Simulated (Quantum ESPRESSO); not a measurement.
**Collinear magnetic orders of MnCO3 (Rhodochrosite) with Quantum ESPRESSO**

Aim: find out which collinear order of MnCO3 (Rhodochrosite) costs least.

Method: PBEsol; plane waves with GBRV 1.5 PBEsol potentials, no spin-orbit coupling, in Quantum ESPRESSO 7.5.

## 1. The structure

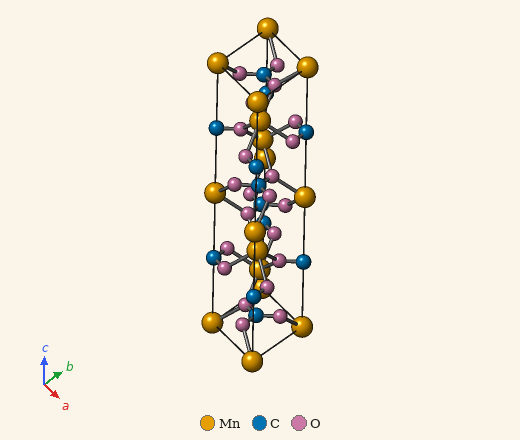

The starting structure, seen slightly off an axis (manganese orange, carbon blue, oxygen pink). This picture shows the conventional cell, with its axes. Bonds to atoms that aren't drawn are left out. Some periodic images of atoms are drawn too.

The cell comes from the Crystallography Open Database.

## 2. Run 1 (ferro ++)

The signs are those of the starting moments on the seeded atoms, the atoms that are given a moment.

pw.in

```
&CONTROL
  calculation = 'scf'
  prefix = 'pwscf'
  outdir = './tmp'
  pseudo_dir = './pseudo'
  disk_io = 'nowf'
/
&SYSTEM
  ibrav = 0
  celldm(1) = 8
  nat = 10
  ntyp = 3
  ecutwfc = 40
  ecutrho = 280
  nbnd = 55
  occupations = 'smearing'
  smearing = 'fd'
  degauss = 0.00367493
  nspin = 2
  starting_magnetization(1) = 0.3
  starting_magnetization(2) = 0
  starting_magnetization(3) = 0
/
&ELECTRONS
  conv_thr = 2d-08
  electron_maxstep = 150
  mixing_beta = 0.3
/
ATOMIC_SPECIES
Mn     54.9380 mn_pbesol_v1.5.uspp.F.UPF
C      12.0110 c_pbesol_v1.2.uspp.F.UPF
O      15.9990 o_pbesol_v1.2.uspp.F.UPF
CELL_PARAMETERS alat
   0.5637289245524    0.3254690463354    1.2316290017248
  -0.5637289245524    0.3254690463354    1.2316290017248
   0.0000000000000   -0.6509380926707    1.2316290017248
ATOMIC_POSITIONS crystal
Mn      0.0000000000    0.0000000000    0.0000000000
Mn      0.5000000000    0.5000000000    0.5000000000
C       0.2500000000    0.2500000000    0.2500000000
C       0.7500000000    0.7500000000    0.7500000000
O       0.5195000000    0.9805000000    0.2500000000
O       0.2500000000    0.5195000000    0.9805000000
O       0.9805000000    0.2500000000    0.5195000000
O       0.4805000000    0.0195000000    0.7500000000
O       0.7500000000    0.4805000000    0.0195000000
O       0.0195000000    0.7500000000    0.4805000000
K_POINTS automatic
6 6 6 0 0 0
```

The run is started by

```
> OMP_NUM_THREADS=1 mpirun -n 4 pw.x -nk 4 -in pw.in > pw.out
```

Output:

```text
Program PWSCF v.7.5 starts

     Message from routine setup:
     using ibrav=0 with symmetry is DISCOURAGED, use correct ibrav instead

     K-points division:     npool     =       4
     Subspace diagonalization in iterative solution of the eigenvalue problem:

     G-vector sticks info
     --------------------
     sticks:   dense  smooth     PW     G-vecs:    dense   smooth      PW
     Sum        2051    1175    361                54851    23739    4023

     Using Slab Decomposition

     bravais-lattice index     =            0
     lattice parameter (alat)  =       8.0000  a.u.
     unit-cell volume          =     694.1944 (a.u.)^3
     number of atoms/cell      =           10
     number of atomic types    =            3
     number of electrons       =        74.00
     number of Kohn-Sham states=           55
     kinetic-energy cutoff     =      40.0000  Ry
     charge density cutoff     =     280.0000  Ry
     scf convergence threshold =      2.0E-08
     mixing beta               =       0.3000
     number of iterations used =            8  plain     mixing
     Exchange-correlation= SLA  PW   PSX  PSC
                           (   1   4  10   8   0   0   0)

     celldm(1)=   8.000000  celldm(2)=   0.000000  celldm(3)=   0.000000
     celldm(4)=   0.000000  celldm(5)=   0.000000  celldm(6)=   0.000000

     crystal axes: (cart. coord. in units of alat)
               a(1) = (   0.563729   0.325469   1.231629 )
               a(2) = (  -0.563729   0.325469   1.231629 )
               a(3) = (   0.000000  -0.650938   1.231629 )

     reciprocal axes: (cart. coord. in units 2 pi/alat)
               b(1) = (  0.886951  0.512081  0.270644 )
               b(2) = ( -0.886951  0.512081  0.270644 )
               b(3) = (  0.000000 -1.024163  0.270644 )

     PseudoPot. # 1 for Mn read from file:
     mn_pbesol_v1.5.uspp.F.UPF
     Pseudo is Ultrasoft + core correction, Zval = 15.0
     Generated by new atomic code, or converted to UPF format
     Using radial grid of  859 points,  6 beta functions with:
                l(1) =   0
                l(2) =   0
                l(3) =   1
                l(4) =   1
                l(5) =   2
                l(6) =   2
     Q(r) pseudized with  8 coefficients,  rinner =    0.950   0.950   0.950
                                                       0.950   0.950

     PseudoPot. # 2 for C  read from file:
     c_pbesol_v1.2.uspp.F.UPF
     Pseudo is Ultrasoft + core correction, Zval =  4.0
     Generated by new atomic code, or converted to UPF format
     Using radial grid of  721 points,  4 beta functions with:
                l(1) =   0
                l(2) =   0
                l(3) =   1
                l(4) =   1
     Q(r) pseudized with  8 coefficients,  rinner =    1.100   1.100   1.100

     PseudoPot. # 3 for O  read from file:
     o_pbesol_v1.2.uspp.F.UPF
     Pseudo is Ultrasoft + core correction, Zval =  6.0
     Generated by new atomic code, or converted to UPF format
     Using radial grid of  737 points,  5 beta functions with:
                l(1) =   0
                l(2) =   0
                l(3) =   1
                l(4) =   1
                l(5) =   2
     Q(r) pseudized with  8 coefficients,  rinner =    0.900   0.900   0.900
                                                       0.900   0.900

     atomic species   valence    mass     pseudopotential
     Mn               15.00    54.93800     Mn( 1.00)
     C                 4.00    12.01100     C ( 1.00)
     O                 6.00    15.99900     O ( 1.00)

     Starting magnetic structure
     atomic species   magnetization
     Mn              0.300
     C               0.000
     O               0.000

     12 Sym. Ops., with inversion, found ( 6 have fractional translation)

   Cartesian axes

     site n.     atom                  positions (alat units)
         1        Mn     tau(   1) = (   0.0000000   0.0000000   0.0000000  )
         2        Mn     tau(   2) = (   0.0000000   0.0000000   1.8474435  )
         3        C      tau(   3) = (   0.0000000   0.0000000   0.9237218  )
         4        C      tau(   4) = (   0.0000000   0.0000000   2.7711653  )
         5        O      tau(   5) = (  -0.2598790   0.3254690   2.1553508  )
         6        O      tau(   6) = (  -0.1519249  -0.3877964   2.1553508  )
         7        O      tau(   7) = (   0.4118040   0.0623273   2.1553508  )
         8        O      tau(   8) = (   0.2598790  -0.3254690   1.5395363  )
         9        O      tau(   9) = (   0.1519249   0.3877964   1.5395363  )
        10        O      tau(  10) = (  -0.4118040  -0.0623273   1.5395363  )

     number of k points=    32  Fermi-Dirac smearing, width (Ry)=  0.0037
                       cart. coord. in units 2pi/alat
        k(    1) = (   0.0000000   0.0000000   0.0000000), wk =   0.0046296
        k(    2) = (   0.0000000  -0.1706938   0.0451074), wk =   0.0277778
        k(    3) = (   0.0000000  -0.3413876   0.0902148), wk =   0.0277778
        k(    4) = (   0.0000000   0.5120815  -0.1353221), wk =   0.0138889
        k(    5) = (  -0.1478252  -0.0853469   0.0902148), wk =   0.0277778
        [... 27 further k-points ...]

     Dense  grid:    54851 G-vectors     FFT dimensions: (  60,  60,  60)

     Smooth grid:    23739 G-vectors     FFT dimensions: (  48,  48,  48)

     Check: negative core charge=   -0.000031
     Generating pointlists ...
     new r_m :   0.2137 (alat units)  1.7092 (a.u.) for type    1
     new r_m :   0.1253 (alat units)  1.0027 (a.u.) for type    2
     new r_m :   0.1253 (alat units)  1.0027 (a.u.) for type    3

     Initial potential from superposition of free atoms

     starting charge      72.9998, renormalised to      74.0000
     Starting wfcs are   58 randomized atomic wfcs

     Self-consistent Calculation

     iteration #  1     ecut=    40.00 Ry     beta= 0.30
     Davidson diagonalization with overlap
     ethr =  1.00E-02,  avg # of iterations =  5.4

     total energy              =    -638.46762549 Ry
     estimated scf accuracy    <       1.17400194 Ry

     total magnetization       =    10.00 Bohr mag/cell
     absolute magnetization    =    10.00 Bohr mag/cell

     iteration #  2     ecut=    40.00 Ry     beta= 0.30
     Davidson diagonalization with overlap
     ethr =  1.59E-03,  avg # of iterations =  2.0

     total energy              =    -638.63626444 Ry
     estimated scf accuracy    <       0.09231289 Ry

     total magnetization       =    10.00 Bohr mag/cell
     absolute magnetization    =    10.00 Bohr mag/cell

     iteration #  3     ecut=    40.00 Ry     beta= 0.30
     Davidson diagonalization with overlap
     ethr =  1.25E-04,  avg # of iterations =  7.1

     negative rho (up, down):  0.000E+00 5.228E-04

     total energy              =    -638.64785374 Ry
     estimated scf accuracy    <       0.03345844 Ry

     total magnetization       =    10.00 Bohr mag/cell
     absolute magnetization    =    10.00 Bohr mag/cell

     [... further iterations left out ...]

     iteration #  8     ecut=    40.00 Ry     beta= 0.30
     Davidson diagonalization with overlap
     ethr =  1.84E-08,  avg # of iterations =  1.5

     negative rho (up, down):  0.000E+00 7.474E-04

     total energy              =    -638.65035947 Ry
     estimated scf accuracy    <       0.00000167 Ry

     total magnetization       =    10.00 Bohr mag/cell
     absolute magnetization    =    10.00 Bohr mag/cell

     iteration #  9     ecut=    40.00 Ry     beta= 0.30
     Davidson diagonalization with overlap
     ethr =  2.25E-09,  avg # of iterations =  2.5

     negative rho (up, down):  0.000E+00 7.469E-04

     total energy              =    -638.65036029 Ry
     estimated scf accuracy    <       0.00000063 Ry

     total magnetization       =    10.00 Bohr mag/cell
     absolute magnetization    =    10.00 Bohr mag/cell

     iteration # 10     ecut=    40.00 Ry     beta= 0.30
     Davidson diagonalization with overlap
     ethr =  8.52E-10,  avg # of iterations =  2.0

     negative rho (up, down):  0.000E+00 7.467E-04

     total energy              =    -638.65036059 Ry
     estimated scf accuracy    <       0.00000003 Ry

     total magnetization       =    10.00 Bohr mag/cell
     absolute magnetization    =    10.00 Bohr mag/cell

     iteration # 11     ecut=    40.00 Ry     beta= 0.30
     Davidson diagonalization with overlap
     ethr =  3.65E-11,  avg # of iterations =  2.0

     negative rho (up, down):  0.000E+00 7.463E-04

     Magnetic moment per site  (integrated on atomic sphere of radius R)
     atom   1 (R=0.214)  charge= 12.5032  magn=  4.1991
     atom   2 (R=0.214)  charge= 12.5032  magn=  4.1991
     atom   3 (R=0.125)  charge=  1.3017  magn=  0.0210
     atom   4 (R=0.125)  charge=  1.3017  magn=  0.0210
     atom   5 (R=0.125)  charge=  3.2982  magn=  0.0455
     atom   6 (R=0.125)  charge=  3.2982  magn=  0.0455
     atom   7 (R=0.125)  charge=  3.2982  magn=  0.0455
     atom   8 (R=0.125)  charge=  3.2982  magn=  0.0455
     atom   9 (R=0.125)  charge=  3.2982  magn=  0.0455
     atom  10 (R=0.125)  charge=  3.2982  magn=  0.0455

     End of self-consistent calculation

     [... lines left out ...]
     the Fermi energy is     9.2167 ev

!    total energy              =    -638.65036073 Ry
     estimated scf accuracy    <          3.0E-09 Ry
     smearing contrib. (-TS)   =      -0.00000000 Ry
     internal energy E=F+TS    =    -638.65036073 Ry

     The total energy is F=E-TS. E is the sum of the following terms:
     one-electron contribution =    -328.61470561 Ry
     hartree contribution      =     199.28480295 Ry
     xc contribution           =    -103.61611272 Ry
     ewald contribution        =    -405.70434535 Ry

     total magnetization       =    10.00 Bohr mag/cell
     absolute magnetization    =    10.00 Bohr mag/cell

     convergence has been achieved in  11 iterations

=------------------------------------------------------------------------------=
   JOB DONE.
=------------------------------------------------------------------------------=
```

The job ended after 70 s (4 MPI ranks of Arm Neoverse V2, shared host; peak memory 0.72 GiB).

Spin moment in the atom's sphere by atom:

```csv
atom,spin moment in the atom's sphere (μB)
Mn1,4.20
Mn2,4.20
C3,0.02
C4,0.02
O5,0.05
O6,0.05
O7,0.05
O8,0.05
O9,0.05
O10,0.05
```

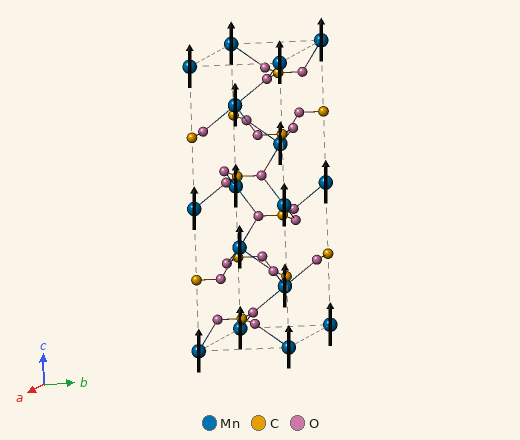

Spin moment in the atom's sphere as arrows, the longest 4.20 μB. Up and down stand for the sign. Arrows give size and sign along the axis of quantisation, drawn up and down the page. Bonds to atoms that aren't drawn are left out. Some periodic images of atoms are drawn too.

Read from the output:

```yaml
smearing_term_ts: 3.61e-9 eV
magnetization: 10 μB
absolute_magnetization: 10 μB
final_state: ferromagnetic
```

[end of part 1 of 2]

[Logs and program files are shortened in this print: banners, set-up blocks, solver, clock and traceback lines can be left out without a mark of their own.]

[Logs are printed without paths, hosts, clocks, repeated set-up lines and the standing remarks that a program may print on its own settings, such as how far it seeks lower states.]

[Hosts, paths, dates, database ids (printed as entryN), source tags and the programs' standing remarks are cut or masked in the printed files.]

[Where a cell is said to come from a database of computed structures, the database is the Materials Project.]
